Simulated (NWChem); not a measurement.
# NO (nitric oxide): UHF/STO-3G

Wanted: a single-point energy of NO (nitric oxide). 

Program for the calculation: NWChem 7.3.0.

14 further runs of the same task are left out: 6 that didn't finish, 8 set aside as unsound or not needed. Runs told in other sessions of the task aren't counted.

**1. The system as given**

The species is NO (2 atoms), meant as a doublet with charge 0. As SMILES, `[N]=O`. The N1–O2 distance was set to 2.052 Å, away from the relaxed value.

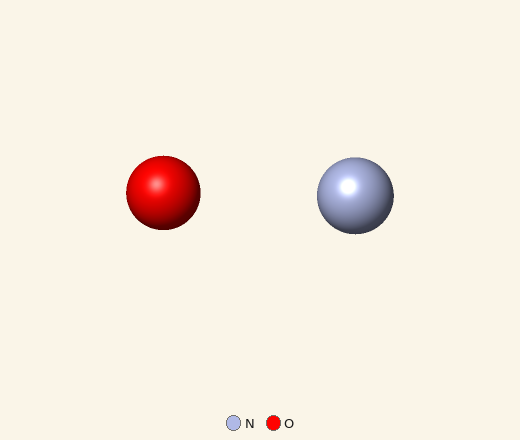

The structure, seen from a chosen angle (nitrogen light blue, oxygen red).

**2. A single-point energy at UHF/STO-3G**

The input, run.nw:

```
start run
memory stack 880 mb heap 220 mb global 1100 mb
charge 0
geometry noautosym nocenter noautoz
   N    -1.257450    0.460292   -0.634393
   O     0.483620   -0.177030    0.243990
end
basis spherical bse
   N library STO-3G
   O library STO-3G
end
scf
   doublet
   uhf
   thresh 1e-08
   maxiter 80
end
task scf energy
```

Run with:

```console
$ nwchem run.nw > run.out
```

Output:

```text
[...]
  functions       =    10
[...]
  wavefunction    = UHF
[...]
         Total SCF energy =   -127.242512097779
      One electron energy =   -205.495570176534
      Two electron energy =     63.808754978367
 Nuclear repulsion energy =     14.444303100388
                       Sz =      0.5000
                 Sz(Sz+1) =      0.7500
                      S^2 =      0.7520
[...]
```

Run time: 0.62 s. Hardware: 1 thread of AMD EPYC 9B14 (Zen 4), shared host; peak memory 0.098 GiB.

**3. Summary of results**

Level: UHF/STO-3G.

| quantity | value |
| --- | --- |
| total energy | -127.24251 Eh |
| dipole moment | 0.98 D |
| HOMO energy (highest over α and β) | -9.45 eV |
| LUMO energy (lowest over α and β) | 3.88 eV |
| ⟨S²⟩ | 0.752 |

The run may have ended on a state above the lowest. The SCF solution is unstable: a lower one exists.
